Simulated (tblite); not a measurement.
## Geometry relaxation of CH10BNPSi2 (part 3 of 3)

CH10BNPSi2, multiplicity 2; GFN2-xTB geometry optimisation, gas phase (tblite 0.8.0). It belongs to a series of runs on one base structure; here: H removed from N.

Geometry of the input (Å):
```
B  3.6678  -0.1702  0.6181
P  2.2523  -0.1878  -0.7329
Si 0.4128  -1.0540  0.1532
C  -0.7093  0.3848  0.5005
Si -2.5008  0.0789  0.1709
N  -3.4065  1.4063  0.9789
H  4.6561  -0.7724  0.3759
H  3.3090  -0.1839  1.7517
H  2.0047  1.2068  -1.0536
H  0.7058  -1.7685  1.4118
H  -0.1303  -1.9916  -0.8255
H  -0.3727  1.2329  -0.1211
H  -0.6291  0.6399  1.6013
H  -2.9888  -1.2124  0.6347
H  -2.7806  0.1841  -1.2725
H  -3.4981  2.2161  0.3322
```

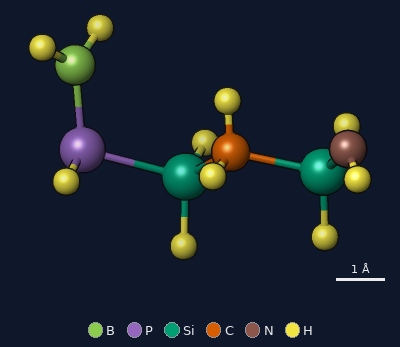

Fig. 1: The geometry at step 196 of the log (ball-and-stick view, seen at a tilt).

Trajectory as extended XYZ, continued
```
16
Properties=species:S:1:pos:R:3:forces:R:3 step=155 energy=-470.53515
B     3.2006   -0.2170    1.1410   -0.0270   0.0260  -0.0330
P     2.5350   -0.2611   -0.5573    0.0060  -0.0070  -0.0070
Si    0.3918   -0.9461   -0.5759    0.0090   0.0100  -0.0190
C    -0.6119    0.4582    0.1646    0.0200   0.0060   0.0040
Si   -2.4905   -0.0275    0.5062   -0.0100  -0.0050  -0.0050
N    -3.0719    1.3763    1.1616   -0.0050  -0.0070   0.0120
H     3.0374   -1.1654    1.8032    0.0110  -0.0370   0.0390
H     3.8664    0.6683    1.5096   -0.0090   0.0100  -0.0080
H     2.4627    1.0561   -0.9565    0.0140  -0.0030  -0.0050
H     0.3651   -2.1884    0.1982    0.0130  -0.0110   0.0120
H     0.0973   -1.2147   -1.9869   -0.0120   0.0110   0.0090
H    -0.6173    1.3320   -0.4837   -0.0040  -0.0130   0.0000
H    -0.2214    0.7748    1.1278    0.0190   0.0100   0.0160
H    -2.3795   -1.0351    1.5603   -0.0140  -0.0190  -0.0210
H    -2.9299   -0.6435   -0.7538    0.0080   0.0010   0.0190
H    -3.6416    2.0421    0.6651   -0.0190   0.0270  -0.0120
16
Properties=species:S:1:pos:R:3:forces:R:3 step=163 energy=-470.53901
B     3.1917   -0.1634    1.1186    0.0160   0.0440   0.0120
P     2.5266   -0.2936   -0.5759    0.0180  -0.0400   0.0050
Si    0.3839   -0.9767   -0.5596   -0.0080   0.0170   0.0150
C    -0.5918    0.4138    0.2419   -0.0170  -0.0140  -0.0130
Si   -2.5031   -0.0249    0.4801    0.0370   0.0260  -0.0010
N    -3.0530    1.3841    1.1503   -0.0330   0.0230   0.0190
H     3.0802   -1.0820    1.8331   -0.0240  -0.0300  -0.0120
H     3.8209    0.7664    1.4414   -0.0030   0.0040  -0.0040
H     2.4406    1.0090   -1.0175    0.0000   0.0060  -0.0150
H     0.3580   -2.2348    0.1871    0.0250  -0.0210   0.0130
H     0.0546   -1.2053   -1.9682   -0.0080   0.0060  -0.0190
H    -0.5466    1.3244   -0.3539    0.0040  -0.0280   0.0530
H    -0.2210    0.6506    1.2369   -0.0110   0.0250  -0.0390
H    -2.4849   -1.0805    1.4898    0.0020  -0.0110   0.0000
H    -2.9124   -0.5730   -0.8180    0.0090  -0.0170  -0.0240
H    -3.5513    2.0948    0.6376   -0.0070   0.0110   0.0110
16
Properties=species:S:1:pos:R:3:forces:R:3 step=172 energy=-470.54146
B     3.1708   -0.1189    1.1053   -0.0250   0.0080   0.0030
P     2.5320   -0.3095   -0.5950   -0.0030  -0.0040   0.0030
Si    0.3910   -1.0046   -0.5498   -0.0020  -0.0140  -0.0020
C    -0.5786    0.3689    0.2895    0.0090  -0.0070  -0.0170
Si   -2.5081   -0.0070    0.4607   -0.0030   0.0010   0.0000
N    -3.0469    1.4007    1.1443    0.0010  -0.0170   0.0240
H     3.0439   -1.0228    1.8368    0.0070  -0.0090   0.0060
H     3.7782    0.8275    1.4190    0.0050   0.0000  -0.0050
H     2.4351    0.9798   -1.0743    0.0050  -0.0050  -0.0150
H     0.4069   -2.2736    0.1833   -0.0060   0.0130  -0.0120
H     0.0425   -1.2183   -1.9590    0.0020   0.0110   0.0340
H    -0.4923    1.3038   -0.2605    0.0060   0.0000   0.0090
H    -0.2229    0.5547    1.3003   -0.0080   0.0120  -0.0060
H    -2.5545   -1.0885    1.4435    0.0060   0.0080   0.0010
H    -2.8922   -0.5215   -0.8601    0.0110   0.0020  -0.0150
H    -3.5125    2.1383    0.6394   -0.0060   0.0000  -0.0060
16
Properties=species:S:1:pos:R:3:forces:R:3 step=180 energy=-470.54252
B     3.1593   -0.0995    1.1143    0.0000   0.0030  -0.0040
P     2.5352   -0.3366   -0.5854    0.0010  -0.0050  -0.0020
Si    0.3874   -1.0086   -0.5545    0.0010   0.0070  -0.0060
C    -0.5753    0.3600    0.3008    0.0100  -0.0020  -0.0040
Si   -2.5086   -0.0056    0.4610    0.0050  -0.0050   0.0010
N    -3.0532    1.3956    1.1531   -0.0040   0.0130  -0.0080
H     3.0323   -0.9855    1.8680   -0.0080   0.0040   0.0020
H     3.7690    0.8534    1.4040   -0.0020  -0.0040  -0.0020
H     2.4600    0.9358   -1.1121    0.0000  -0.0040  -0.0040
H     0.3973   -2.2979    0.1399   -0.0130   0.0080   0.0130
H     0.0360   -1.1818   -1.9669    0.0020   0.0010   0.0000
H    -0.4804    1.3005   -0.2383    0.0020   0.0010   0.0030
H    -0.2222    0.5341    1.3143   -0.0040   0.0040   0.0030
H    -2.5611   -1.0854    1.4451    0.0010  -0.0060  -0.0100
H    -2.8801   -0.5127   -0.8671    0.0040   0.0040   0.0040
H    -3.5033    2.1432    0.6473    0.0040  -0.0200   0.0130
16
Properties=species:S:1:pos:R:3:forces:R:3 step=188 energy=-470.54342
B     3.1500   -0.0556    1.1081    0.0000  -0.0040   0.0110
P     2.5397   -0.3777   -0.5823   -0.0170  -0.0120   0.0070
Si    0.3813   -1.0161   -0.5511    0.0160   0.0110  -0.0180
C    -0.5686    0.3364    0.3422    0.0070   0.0100   0.0000
Si   -2.5102   -0.0042    0.4463   -0.0150  -0.0050   0.0050
N    -3.0545    1.3862    1.1604    0.0250  -0.0180   0.0090
H     2.9937   -0.8917    1.9117   -0.0090  -0.0040  -0.0060
H     3.7811    0.8959    1.3526   -0.0050   0.0080  -0.0120
H     2.4845    0.8630   -1.1817    0.0120   0.0030   0.0010
H     0.3672   -2.3187    0.1166   -0.0020  -0.0070   0.0100
H     0.0316   -1.1459   -1.9691   -0.0030  -0.0040   0.0130
H    -0.4445    1.2968   -0.1540   -0.0050   0.0020   0.0020
H    -0.2361    0.4612    1.3699    0.0070   0.0010  -0.0030
H    -2.6084   -1.1094    1.3983    0.0080   0.0010  -0.0110
H    -2.8544   -0.4717   -0.9033    0.0000   0.0060  -0.0040
H    -3.4600    2.1605    0.6590   -0.0190   0.0100  -0.0060
16
Properties=species:S:1:pos:R:3:forces:R:3 step=196 energy=-470.54474
B     3.1399   -0.0656    1.1167   -0.0130   0.0060  -0.0050
P     2.5522   -0.4049   -0.5794    0.0030   0.0080   0.0180
Si    0.3821   -0.9980   -0.5595    0.0160  -0.0120  -0.0160
C    -0.5646    0.3601    0.3266   -0.0020   0.0090   0.0030
Si   -2.5000   -0.0070    0.4496   -0.0030  -0.0020   0.0120
N    -3.0499    1.3732    1.1786   -0.0070   0.0010  -0.0110
H     2.9490   -0.8837    1.9315    0.0010   0.0030  -0.0070
H     3.7810    0.8810    1.3551   -0.0040  -0.0070  -0.0060
H     2.5367    0.8272   -1.1997    0.0030  -0.0090   0.0050
H     0.3474   -2.2963    0.1184   -0.0020   0.0040  -0.0120
H     0.0376   -1.1238   -1.9792   -0.0010  -0.0130   0.0160
H    -0.4602    1.3170   -0.1806    0.0080  -0.0020   0.0040
H    -0.2218    0.4980    1.3491   -0.0040   0.0090  -0.0030
H    -2.5759   -1.1145    1.4002    0.0160  -0.0160  -0.0020
H    -2.8493   -0.4799   -0.8969   -0.0100   0.0140  -0.0010
H    -3.5118    2.1262    0.6930   -0.0010   0.0060   0.0050
16
Properties=species:S:1:pos:R:3:forces:R:3 step=204 energy=-470.54546
B     3.1076   -0.0532    1.1283   -0.0020   0.0130  -0.0170
P     2.5611   -0.4291   -0.5733    0.0010  -0.0010   0.0080
Si    0.3841   -0.9943   -0.5746    0.0030   0.0000  -0.0070
C    -0.5540    0.3644    0.3219   -0.0020   0.0090  -0.0060
Si   -2.4881   -0.0090    0.4604    0.0060   0.0040  -0.0020
N    -3.0434    1.3660    1.1947    0.0020  -0.0040   0.0110
H     2.8805   -0.8461    1.9574    0.0030  -0.0060   0.0110
H     3.7570    0.8896    1.3570    0.0010   0.0010   0.0060
H     2.5781    0.7866   -1.2251   -0.0030  -0.0070   0.0050
H     0.3287   -2.3012    0.0842    0.0040  -0.0010   0.0030
H     0.0481   -1.1069   -1.9969   -0.0060  -0.0010   0.0050
H    -0.4532    1.3214   -0.1862   -0.0020  -0.0040   0.0010
H    -0.2030    0.5044    1.3417   -0.0050  -0.0070  -0.0100
H    -2.5427   -1.1249    1.4039    0.0040   0.0000  -0.0070
H    -2.8479   -0.4726   -0.8865   -0.0070   0.0020   0.0010
H    -3.5205    2.1140    0.7164    0.0020   0.0020   0.0000
16
Properties=species:S:1:pos:R:3:forces:R:3 step=212 energy=-470.54576
B     3.0973   -0.0396    1.1295    0.0010   0.0050   0.0020
P     2.5631   -0.4427   -0.5696   -0.0100  -0.0020  -0.0030
Si    0.3830   -0.9983   -0.5775    0.0120  -0.0020   0.0000
C    -0.5492    0.3605    0.3246   -0.0070  -0.0030  -0.0010
Si   -2.4849   -0.0060    0.4560    0.0040   0.0000   0.0010
N    -3.0378    1.3628    1.2035    0.0010   0.0040   0.0010
H     2.8641   -0.8198    1.9693    0.0030  -0.0020   0.0080
H     3.7454    0.9062    1.3498   -0.0010   0.0000   0.0000
H     2.5866    0.7631   -1.2385   -0.0010   0.0010  -0.0030
H     0.3257   -2.3065    0.0787   -0.0010  -0.0010   0.0020
H     0.0408   -1.1062   -1.9983    0.0040   0.0000  -0.0020
H    -0.4411    1.3225   -0.1716    0.0000  -0.0020  -0.0070
H    -0.2012    0.4855    1.3470   -0.0010   0.0050  -0.0020
H    -2.5377   -1.1322    1.3869   -0.0050  -0.0030  -0.0020
H    -2.8499   -0.4553   -0.8942   -0.0010   0.0030  -0.0030
H    -3.5118    2.1150    0.7281    0.0030   0.0000   0.0090
16
Properties=species:S:1:pos:R:3:forces:R:3 step=221 energy=-470.54657
B     3.1048   -0.0174    1.1241   -0.0020  -0.0070   0.0040
P     2.5622   -0.4626   -0.5619   -0.0110   0.0070  -0.0040
Si    0.3836   -1.0182   -0.5545   -0.0130  -0.0030   0.0150
C    -0.5528    0.3490    0.3326    0.0550   0.0250  -0.0130
Si   -2.4915    0.0057    0.4279   -0.0100   0.0160  -0.0030
N    -3.0302    1.3485    1.2323   -0.0230   0.0280  -0.0260
H     2.8811   -0.7732    1.9887   -0.0020  -0.0050  -0.0080
H     3.7539    0.9336    1.3121    0.0120   0.0230   0.0090
H     2.5765    0.7288   -1.2571    0.0080  -0.0040   0.0000
H     0.3302   -2.3180    0.1176   -0.0070  -0.0090  -0.0010
H     0.0363   -1.1369   -1.9736    0.0070  -0.0070   0.0050
H    -0.4192    1.3065   -0.1674   -0.0280   0.0030  -0.0020
H    -0.2205    0.4791    1.3603   -0.0060  -0.0230  -0.0180
H    -2.5667   -1.1640    1.3005   -0.0100  -0.0130   0.0160
H    -2.8555   -0.3743   -0.9435    0.0050   0.0030  -0.0070
H    -3.4998    2.1223    0.7854    0.0250  -0.0330   0.0330
16
Properties=species:S:1:pos:R:3:forces:R:3 step=229 energy=-470.54862
B     3.0706    0.0246    1.1390    0.0070   0.0020   0.0100
P     2.5686   -0.4943   -0.5391   -0.0030   0.0080  -0.0010
Si    0.3896   -1.0516   -0.5487   -0.0040  -0.0010  -0.0030
C    -0.5461    0.3427    0.2932   -0.0020   0.0210   0.0060
Si   -2.4888    0.0163    0.4014   -0.0180   0.0020   0.0030
N    -2.9978    1.3030    1.3097    0.0100  -0.0040  -0.0050
H     2.8365   -0.7011    2.0266    0.0000   0.0010  -0.0060
H     3.7033    0.9918    1.3050   -0.0010   0.0000   0.0010
H     2.5912    0.6690   -1.2805    0.0060  -0.0040  -0.0020
H     0.3201   -2.3320    0.1584   -0.0020  -0.0040  -0.0100
H     0.0653   -1.2011   -1.9700   -0.0030  -0.0170   0.0020
H    -0.4165    1.2872   -0.2319    0.0000  -0.0030   0.0120
H    -0.2137    0.4938    1.3175   -0.0010   0.0020  -0.0110
H    -2.5733   -1.2073    1.1983   -0.0040   0.0060  -0.0120
H    -2.8738   -0.2586   -0.9904    0.0120  -0.0020   0.0140
H    -3.4429    2.1264    0.9350    0.0020  -0.0090   0.0000
16
Properties=species:S:1:pos:R:3:forces:R:3 step=237 energy=-470.54910
B     3.0707    0.0540    1.1312    0.0050   0.0080   0.0040
P     2.5649   -0.5094   -0.5313    0.0030   0.0010   0.0020
Si    0.3864   -1.0700   -0.5295   -0.0010  -0.0030  -0.0050
C    -0.5447    0.3314    0.3058   -0.0020   0.0080   0.0050
Si   -2.4932    0.0293    0.3766   -0.0010   0.0060  -0.0020
N    -2.9909    1.2858    1.3320   -0.0030   0.0010  -0.0060
H     2.8350   -0.6469    2.0377   -0.0010  -0.0020  -0.0010
H     3.7062    1.0237    1.2718   -0.0030  -0.0050  -0.0040
H     2.5933    0.6299   -1.3085   -0.0010   0.0000   0.0010
H     0.3195   -2.3450    0.1873    0.0000  -0.0020   0.0000
H     0.0588   -1.2415   -1.9475    0.0000  -0.0030  -0.0010
H    -0.3933    1.2790   -0.2074   -0.0030  -0.0010   0.0010
H    -0.2266    0.4688    1.3362    0.0000   0.0000   0.0010
H    -2.6111   -1.2273    1.1145    0.0010   0.0010   0.0000
H    -2.8584   -0.1805   -1.0311    0.0010  -0.0010   0.0020
H    -3.4243    2.1277    0.9857    0.0050  -0.0070   0.0040
```

Key numbers

| quantity | value |
| --- | --- |
| outcome | converged |
| total energy | −470.5491 eV |
| hardware | 1 CPU thread, shared host |
| wall time | 1.8 s |
| peak memory | 0.18 GiB |
